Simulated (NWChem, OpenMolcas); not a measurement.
How basis sets differ on CH6GaN (SMILES [CH3][GaH][NH2])

CH6GaN has 9 atoms, charge 0, and is taken as a singlet. As SMILES, `[CH3][GaH][NH2]`. Geometry: relaxed at PBE0-D4/def2-TZVP.

Each level gives the dipole moment (D). The values are calculated.

```tsv
level	kind	program	value (D)	CPU time
HF/ANO-RCC-MB (DKH2)	Hartree–Fock	OpenMolcas	0.97	7.5 s
HF/STO-3G	Hartree–Fock	OpenMolcas	0.78	3.3 s
HF/3-21G	Hartree–Fock	OpenMolcas	0.88	3.6 s
HF/6-31G	Hartree–Fock	OpenMolcas	0.64	3.9 s
HF/6-31G* (spherical functions)	Hartree–Fock	OpenMolcas	0.68	13 s
HF/def2-SVP	Hartree–Fock	NWChem	0.75	15 s
```

All-electron rows without a relativistic Hamiltonian named are non-relativistic. The values span 0.64 to 0.97 D. Magnitudes only. Sets without polarisation functions give poor dipoles. CPU times are rough (shared hosts, several kinds of processor and program).

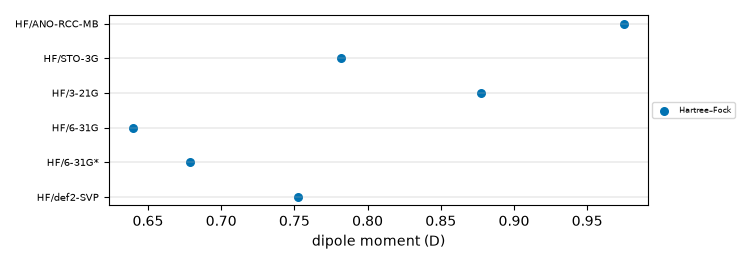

The values of the table, level by level.
